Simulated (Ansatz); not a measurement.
**Geometry relaxation of CH₄ClFGeO (part 2 of 2)**

CH₄ClFGeO, SMILES C[O][GeH]([F])[Cl]; RKS PBE0-D4/def2-TZVP (Ansatz 0.2.0). The geometry: GFN2-xTB start.

Geometry of the input (Å):
```
C  0.2154  1.1299  0.9370
O  -0.0703  -0.2354  0.6775
Ge -0.0874  -1.1219  -0.8080
F  -1.2751  -2.3308  -0.4391
Cl -0.7823  0.0504  -2.3891
H  1.2833  1.2650  1.1168
H  -0.0948  1.7765  0.1130
H  -0.3392  1.4040  1.8348
H  1.1504  -1.9376  -1.0429
```

### Trajectory as extended XYZ, continued
```
9
Properties=species:S:1:pos:R:3:forces:R:3 step=5 energy=-74895.33025 accepted=F
C     0.2028    1.0992    0.9106   -0.0948  -0.1797   0.0610
O    -0.0783   -0.2885    0.8089    0.0157   0.1196  -0.1357
Ge   -0.1038   -1.1441   -0.7136    0.0526  -0.0654   0.0851
F    -1.3431   -2.3189   -0.5196   -0.0260   0.0039  -0.0163
Cl   -0.6717    0.1421   -2.3178   -0.0098   0.0089   0.0393
H     1.2794    1.2782    0.9675    0.0464   0.0066  -0.0199
H    -0.2142    1.6626    0.0739    0.0016   0.0607  -0.0444
H    -0.2616    1.4509    1.8313    0.0030   0.0444   0.0460
H     1.1906   -1.8816   -1.0412    0.0113   0.0011  -0.0151
9
Properties=species:S:1:pos:R:3:forces:R:3 step=6 energy=-74895.33236
C     0.2014    1.1011    0.9115   -0.0029  -0.0361   0.0031
O    -0.0777   -0.2816    0.7950   -0.0113   0.0174   0.0003
Ge   -0.1003   -1.1531   -0.7145    0.0045   0.0095  -0.0014
F    -1.3422   -2.3246   -0.5170    0.0014  -0.0010  -0.0004
Cl   -0.6844    0.1404   -2.3073    0.0031  -0.0049   0.0015
H     1.2792    1.2766    0.9842    0.0048   0.0059  -0.0070
H    -0.1964    1.6758    0.0704   -0.0045   0.0079  -0.0022
H    -0.2734    1.4535    1.8285    0.0059   0.0013   0.0039
H     1.1937   -1.8881   -1.0508   -0.0009  -0.0001   0.0023
9
Properties=species:S:1:pos:R:3:forces:R:3 step=7 energy=-74895.33311
C     0.1988    1.1020    0.9121   -0.0027  -0.0329  -0.0025
O    -0.0975   -0.2762    0.7919   -0.0181   0.0092   0.0057
Ge   -0.1001   -1.1517   -0.7150   -0.0085  -0.0058  -0.0095
F    -1.3406   -2.3263   -0.5249    0.0056   0.0047  -0.0006
Cl   -0.6741    0.1327   -2.3191    0.0096  -0.0044   0.0098
H     1.2792    1.2678    0.9580    0.0211   0.0129  -0.0061
H    -0.2161    1.6886    0.0879   -0.0074   0.0013  -0.0154
H    -0.2481    1.4499    1.8441    0.0008   0.0052   0.0182
H     1.1984   -1.8868   -1.0349   -0.0005   0.0097   0.0005
9
Properties=species:S:1:pos:R:3:forces:R:3 step=8 energy=-74895.33468
C     0.1935    1.0988    0.9091   -0.0113   0.0018  -0.0020
O    -0.1437   -0.2704    0.7957   -0.0054  -0.0033   0.0027
Ge   -0.1034   -1.1499   -0.7097    0.0082   0.0046   0.0059
F    -1.3368   -2.3341   -0.5430   -0.0026  -0.0040  -0.0015
Cl   -0.6497    0.1321   -2.3241   -0.0026   0.0001  -0.0095
H     1.2786    1.2453    0.9003    0.0042  -0.0037  -0.0043
H    -0.2514    1.6986    0.1095    0.0025   0.0013   0.0075
H    -0.1972    1.4491    1.8657    0.0067   0.0002  -0.0018
H     1.2100   -1.8693   -1.0036    0.0003   0.0031   0.0030
9
Properties=species:S:1:pos:R:3:forces:R:3 step=9 energy=-74895.31428 accepted=F
C     0.1770    1.0945    0.9046    0.1078   0.2227   0.2090
O    -0.2993   -0.2409    0.7914    0.1683   0.1240  -0.0643
Ge   -0.1125   -1.1420   -0.7003   -0.0342   0.0275   0.1231
F    -1.3208   -2.3606   -0.5997    0.0571   0.0414  -0.0097
Cl   -0.5832    0.1052   -2.3676    0.0117  -0.0264   0.0239
H     1.2755    1.1660    0.7205   -0.6320  -0.0142   0.0934
H    -0.3597    1.7581    0.2007    0.2846  -0.1661   0.2714
H    -0.0264    1.4366    1.9446    0.1232  -0.2662  -0.6714
H     1.2494   -1.8169   -0.8944   -0.0864   0.0574   0.0247
9
Properties=species:S:1:pos:R:3:forces:R:3 step=10 energy=-74895.33541
C     0.1909    1.0982    0.9091    0.0291  -0.0109  -0.0153
O    -0.1800   -0.2623    0.7953   -0.0318  -0.0134   0.0078
Ge   -0.1084   -1.1473   -0.7059   -0.0091   0.0115  -0.0137
F    -1.3290   -2.3468   -0.5553    0.0043   0.0086   0.0101
Cl   -0.6444    0.1214   -2.3343   -0.0092   0.0074  -0.0052
H     1.2788    1.2197    0.8729   -0.0001   0.0119   0.0008
H    -0.2599    1.7130    0.1246   -0.0053   0.0015   0.0014
H    -0.1659    1.4506    1.8776   -0.0026  -0.0022   0.0060
H     1.2178   -1.8465   -0.9839    0.0247  -0.0143   0.0081
9
Properties=species:S:1:pos:R:3:forces:R:3 step=11 energy=-74895.33516 accepted=F
C     0.1866    1.0943    0.9056    0.0646  -0.0447   0.0399
O    -0.2755   -0.2426    0.7886    0.0331   0.0925  -0.0191
Ge   -0.1178   -1.1385   -0.7039   -0.0537  -0.0009   0.0599
F    -1.3052   -2.3756   -0.5848    0.0371   0.0458   0.0056
Cl   -0.6444    0.1054   -2.3553    0.0153  -0.0169   0.0044
H     1.2809    1.1561    0.8051   -0.1604   0.0115   0.0116
H    -0.2788    1.7482    0.1599    0.0419  -0.0274   0.0362
H    -0.0891    1.4495    1.9040    0.0255  -0.0772  -0.1247
H     1.2433   -1.7967   -0.9191   -0.0035   0.0174  -0.0138
9
Properties=species:S:1:pos:R:3:forces:R:3 step=12 energy=-74895.33461 accepted=F
C     0.1943    1.0908    0.9036   -0.1542   0.0061   0.0690
O    -0.2246   -0.2577    0.7932    0.0683   0.0642  -0.0474
Ge   -0.1128   -1.1372   -0.7103    0.0081  -0.0854   0.0848
F    -1.3157   -2.3548   -0.5623    0.0035   0.0020  -0.0281
Cl   -0.6571    0.1229   -2.3407    0.0136  -0.0070  -0.0158
H     1.2824    1.1933    0.8505    0.0407  -0.0483  -0.0120
H    -0.2597    1.7195    0.1314    0.0181   0.0097   0.0068
H    -0.1404    1.4444    1.8803    0.0296   0.0255  -0.0145
H     1.2335   -1.8213   -0.9458   -0.0277   0.0331  -0.0427
9
Properties=species:S:1:pos:R:3:forces:R:3 step=13 energy=-74895.33594
C     0.1911    1.0961    0.9079   -0.0075  -0.0086   0.0041
O    -0.2033   -0.2584    0.7942    0.0001   0.0074  -0.0094
Ge   -0.1102   -1.1444   -0.7060   -0.0068  -0.0055   0.0050
F    -1.3234   -2.3517   -0.5589    0.0095   0.0046   0.0021
Cl   -0.6477    0.1179   -2.3388   -0.0023   0.0037  -0.0056
H     1.2801    1.2052    0.8621    0.0001  -0.0047  -0.0024
H    -0.2601    1.7192    0.1301    0.0015   0.0016   0.0015
H    -0.1521    1.4501    1.8810    0.0046  -0.0004  -0.0008
H     1.2255   -1.8338   -0.9715    0.0007   0.0019   0.0054
9
Properties=species:S:1:pos:R:3:forces:R:3 step=14 energy=-74895.33648
C     0.1901    1.0935    0.9070   -0.0046  -0.0186   0.0155
O    -0.2507   -0.2477    0.7905    0.0139   0.0366  -0.0234
Ge   -0.1181   -1.1391   -0.7050    0.0069  -0.0192   0.0241
F    -1.3097   -2.3687   -0.5663    0.0154   0.0228  -0.0063
Cl   -0.6493    0.1070   -2.3527   -0.0079  -0.0034   0.0034
H     1.2818    1.1709    0.8381   -0.0342  -0.0058  -0.0013
H    -0.2604    1.7363    0.1441    0.0133  -0.0055   0.0102
H    -0.1203    1.4498    1.8912    0.0103  -0.0151  -0.0271
H     1.2367   -1.8020   -0.9469   -0.0131   0.0083   0.0049
9
Properties=species:S:1:pos:R:3:forces:R:3 step=15 energy=-74895.33660
C     0.1897    1.0925    0.9064    0.0130  -0.0355   0.0120
O    -0.2825   -0.2381    0.7846    0.0253   0.0406  -0.0172
Ge   -0.1188   -1.1361   -0.7042   -0.0502  -0.0016   0.0202
F    -1.2996   -2.3772   -0.5761    0.0292   0.0128   0.0069
Cl   -0.6633    0.0957   -2.3585    0.0171  -0.0042  -0.0018
H     1.2827    1.1454    0.8283   -0.0422   0.0041   0.0030
H    -0.2524    1.7503    0.1515    0.0105  -0.0114   0.0086
H    -0.1032    1.4491    1.8958    0.0070  -0.0182  -0.0292
H     1.2473   -1.7817   -0.9278   -0.0097   0.0135  -0.0023
9
Properties=species:S:1:pos:R:3:forces:R:3 step=16 energy=-74895.33692
C     0.1908    1.0913    0.9071    0.0048  -0.0347   0.0067
O    -0.2947   -0.2339    0.7822    0.0130   0.0374  -0.0169
Ge   -0.1247   -1.1334   -0.7047   -0.0149  -0.0115   0.0173
F    -1.2934   -2.3852   -0.5729    0.0188   0.0225   0.0009
Cl   -0.6664    0.0897   -2.3662    0.0001  -0.0025   0.0037
H     1.2840    1.1341    0.8307   -0.0286   0.0017   0.0019
H    -0.2436    1.7549    0.1528    0.0069  -0.0073   0.0058
H    -0.0999    1.4485    1.8965    0.0041  -0.0103  -0.0190
H     1.2477   -1.7660   -0.9254   -0.0042   0.0047  -0.0004
9
Properties=species:S:1:pos:R:3:forces:R:3 step=17 energy=-74895.33709
C     0.1919    1.0897    0.9075   -0.0004  -0.0048  -0.0027
O    -0.3038   -0.2296    0.7786    0.0000  -0.0027  -0.0041
Ge   -0.1266   -1.1316   -0.7052    0.0026   0.0018   0.0004
F    -1.2879   -2.3884   -0.5698   -0.0001  -0.0006   0.0010
Cl   -0.6747    0.0849   -2.3693   -0.0008  -0.0012   0.0009
H     1.2850    1.1243    0.8374    0.0002   0.0005   0.0017
H    -0.2323    1.7573    0.1512    0.0016   0.0021   0.0008
H    -0.1016    1.4484    1.8948   -0.0003   0.0021   0.0008
H     1.2500   -1.7550   -0.9251   -0.0028   0.0027   0.0012
9
Properties=species:S:1:pos:R:3:forces:R:3 step=18 energy=-74895.33716
C     0.1932    1.0884    0.9080    0.0000   0.0038  -0.0070
O    -0.3160   -0.2250    0.7747   -0.0023  -0.0045   0.0030
Ge   -0.1296   -1.1294   -0.7062    0.0057   0.0038  -0.0046
F    -1.2810   -2.3946   -0.5682   -0.0039  -0.0035   0.0001
Cl   -0.6854    0.0785   -2.3740   -0.0007  -0.0018   0.0015
H     1.2871    1.1117    0.8449    0.0038  -0.0023   0.0010
H    -0.2188    1.7617    0.1500    0.0002   0.0000   0.0006
H    -0.1022    1.4495    1.8937   -0.0024   0.0038   0.0059
H     1.2527   -1.7409   -0.9227   -0.0002   0.0006  -0.0005
9
Properties=species:S:1:pos:R:3:forces:R:3 step=19 energy=-74895.33720
C     0.1952    1.0870    0.9090    0.0035   0.0082  -0.0073
O    -0.3298   -0.2198    0.7710   -0.0004  -0.0027   0.0043
Ge   -0.1330   -1.1265   -0.7072    0.0013  -0.0001  -0.0079
F    -1.2727   -2.4020   -0.5663    0.0002  -0.0004   0.0011
Cl   -0.6999    0.0704   -2.3789   -0.0007   0.0008   0.0014
H     1.2901    1.0961    0.8570   -0.0039  -0.0025   0.0011
H    -0.2004    1.7655    0.1465    0.0015  -0.0043   0.0039
H    -0.1055    1.4527    1.8915   -0.0010   0.0016   0.0015
H     1.2560   -1.7234   -0.9225   -0.0004  -0.0006   0.0020
9
Properties=species:S:1:pos:R:3:forces:R:3 step=20 energy=-74895.33721
C     0.1959    1.0865    0.9088    0.0003   0.0031  -0.0018
O    -0.3312   -0.2195    0.7703    0.0002   0.0007   0.0040
Ge   -0.1338   -1.1258   -0.7080    0.0005  -0.0014   0.0013
F    -1.2702   -2.4041   -0.5653    0.0003   0.0023  -0.0022
Cl   -0.7052    0.0712   -2.3782    0.0006  -0.0027   0.0004
H     1.2911    1.0927    0.8623   -0.0025  -0.0014   0.0005
H    -0.1944    1.7646    0.1434    0.0008  -0.0017   0.0020
H    -0.1088    1.4545    1.8893    0.0001   0.0008  -0.0011
H     1.2565   -1.7201   -0.9226   -0.0004   0.0004  -0.0031
```

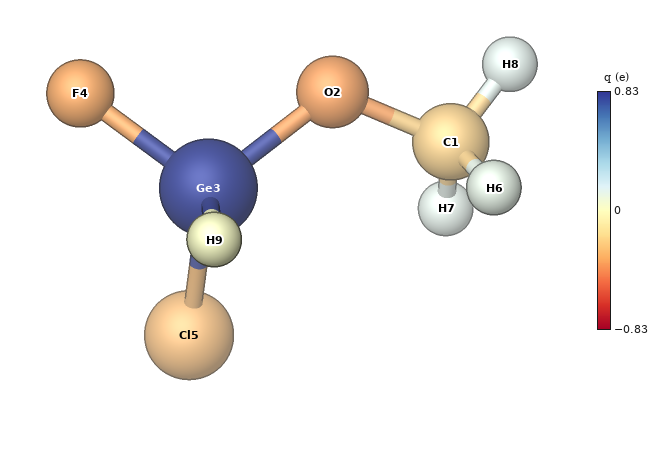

Figure 1. Mulliken charges, as the colour of each atom (ball-and-stick view, seen at a tilt; atoms are numbered from 1 in the order of the input). By element: C −0.21, O −0.36, Ge +0.79, F −0.35, Cl −0.29 and H +0.03 to +0.14 e.
